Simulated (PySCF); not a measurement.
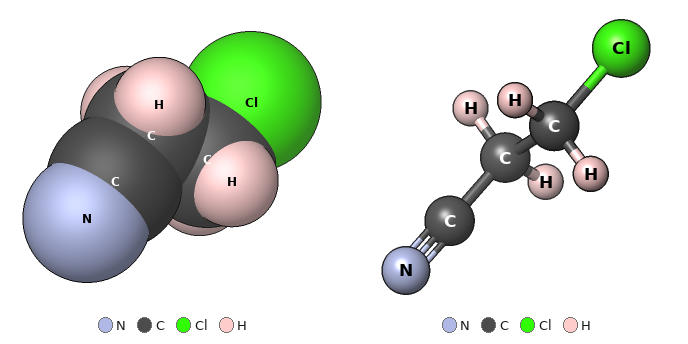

Both panels show the same species.

The geometry was computed by an optimisation with PBE0-D3(BJ)/def2-TZVP. No frequency run is at hand to confirm it as a minimum.

Describe the molecule.

It has 9 atoms: 3 carbon, 4 hydrogen, 1 chlorine and 1 nitrogen (C3H4ClN). As SMILES it reads `N#CCCCl`. It has no ring. Among its groups: nitrile, C–Cl bond. The point group is Cs. Coordination: 1 C linear; 2 C tetrahedral.

The parts below concern this one geometry. Atoms keep their numbers from picture to picture.

**Shape**

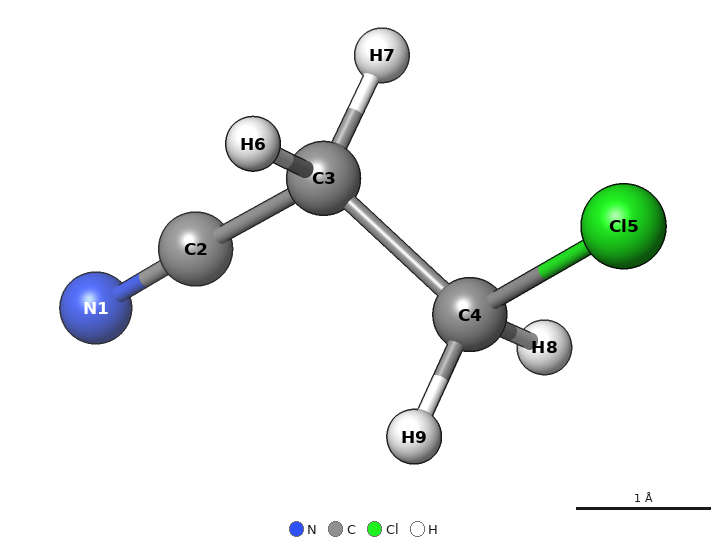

The atoms are numbered. No frequency run is at hand to confirm it as a minimum.

List the bonds and their lengths.

| bond | length (Å) | order |
| --- | --- | --- |
| N1–C2 | 1.149 | triple |
| C2–C3 | 1.454 | single |
| C3–C4 | 1.522 | single |
| C3–H6 | 1.093 | single |
| C3–H7 | 1.093 | single |
| C4–Cl5 | 1.774 | single |
| C4–H8 | 1.088 | single |
| C4–H9 | 1.088 | single |

**NMR shielding**

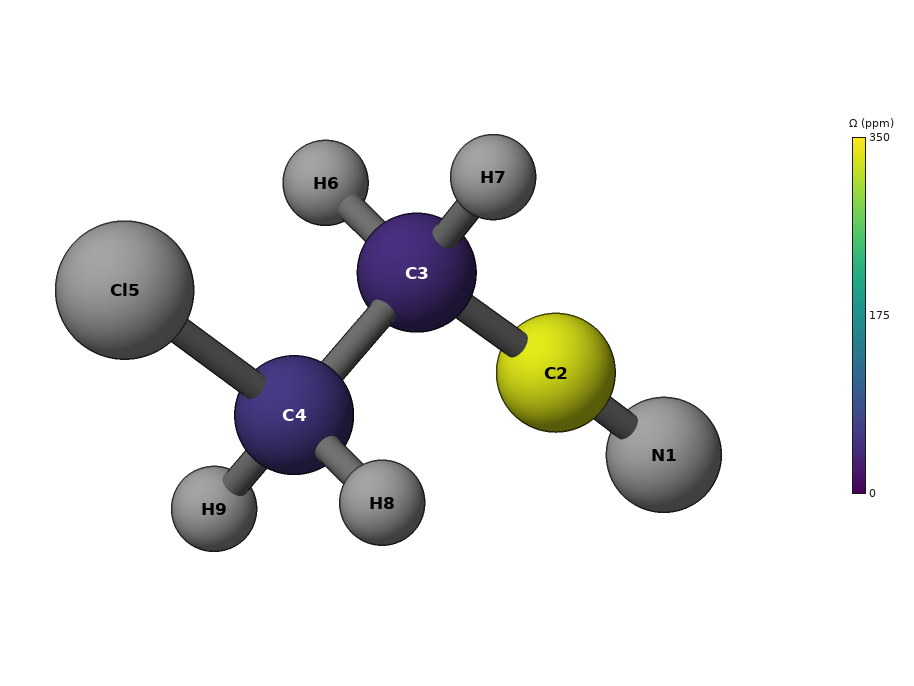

The C atoms are coloured by the span of their shielding tensor. No frequency run is at hand to confirm it as a minimum. Properties computed with GIAO KT3/pcSseg-2 NMR shielding, non-relativistic, gas phase (PySCF 2.14.0). Principal shieldings σ11 ≤ σ22 ≤ σ33, span Ω = σ33 − σ11, skew κ = 3(σiso − σ22)/Ω.

Question: Which C atom has the most anisotropic shielding?

Answer: C2, with a span of 330 ppm.

Give the shielding tensors of the C atoms.

```
atom    σ11    σ22    σ33   σiso      Ω     κ
  C2  −38.5  −37.4  291.1   71.8  329.6  0.99
  C3  136.9  155.8  182.7  158.5   45.8  0.17
  C4  109.2  132.0  167.9  136.4   58.7  0.22
```

Shieldings and span in ppm.

**Levels of theory compared**

No frequency run is at hand to confirm it as a minimum. Program: PySCF 2.14.0.

Tabulate HOMO–LUMO gap (eV), dipole (D), HOMO energy (eV) at these levels: B97-2/pcSseg-2; KT3/pcSseg-2; PBE0/pcSseg-2; WP04/pcSseg-2 in chloroform (IEF-PCM); ωB97X-D/pcSseg-2; ωB97X-D/pcSseg-2 in chloroform (IEF-PCM).

| level | HOMO–LUMO gap (eV) | dipole (D) | HOMO energy (eV) |
| --- | --- | --- | --- |
| B97-2/pcSseg-2 | 8.41 | 2.10 | −8.80 |
| KT3/pcSseg-2 | 6.36 | 2.06 | −7.77 |
| PBE0/pcSseg-2 | 8.71 | 2.12 | −9.07 |
| WP04/pcSseg-2 in chloroform (IEF-PCM) | 7.67 | 2.49 | −9.91 |
| ωB97X-D/pcSseg-2 | 12.43 | 2.10 | −10.98 |
| ωB97X-D/pcSseg-2 in chloroform (IEF-PCM) | 12.45 | 2.49 | −10.75 |

**Charges**

The questions are on ESP-fitted charges. No frequency run is at hand to confirm it as a minimum. Properties computed with PBE0/pcSseg-2, gas phase (PySCF 2.14.0).

Question: Which atom carries the highest charge (most positive or least negative)?

Answer: C2 (0.32 e).

Question: And the lowest?

Answer: N1 (−0.45 e).

Give the ESP-fitted charges atom by atom.

```csv
atom,value (e)
N1,−0.45
C2,0.32
C3,−0.06
C4,−0.24
Cl5,−0.13
H6,0.11
H7,0.11
H8,0.17
H9,0.17
```
